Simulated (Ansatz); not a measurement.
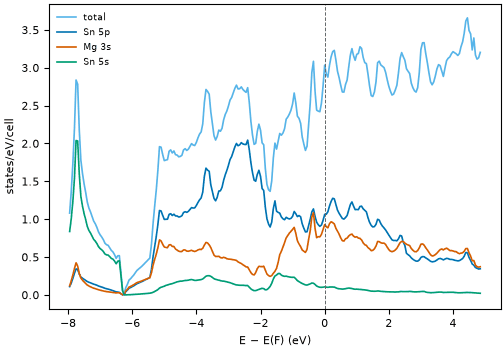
Figure: Total and projected density of states of Mg$_{2}$Sn in space group Cmcm (No. 63; Mg on 8g, Sn on 4c), the program Ansatz at the LDA level (PAW)

Which orbitals carry the states next to the Fermi level?

Within 0.5 eV of the Fermi level: Sn 5p 38 %, Mg 3s 31 %, outside the projected shells 27 %. Projections are on Löwdin-orthogonalised atomic valence shells; empty p or d shells of many metals are not among them.

Where is the tallest occupied peak in this window, and what makes it?

Near -0.3 eV, about 3.1 states/eV per cell; the largest projected share is Sn 5p.

The workflow started from a Materials Project entry (that database holds measured and hypothetical structures alike); the Crystallography Open Database copy checked does not list it. COD files the formula under space group No. 225, 227, so this cell is another polymorph or a model. With Mg and Sn taken as one species the cell has the higher symmetry Cmcm, so it may be an ordered model of a mixed-site phase. Its standing as an ambient phase is unchecked. The LDA relaxation kept the symmetry of its start; of distortions, only those at the zone centre were tested. Scalar-relativistic: spin–orbit coupling is off unless named, which matters more the heavier the elements.

Potentials: the later of the program's two PAW sets.
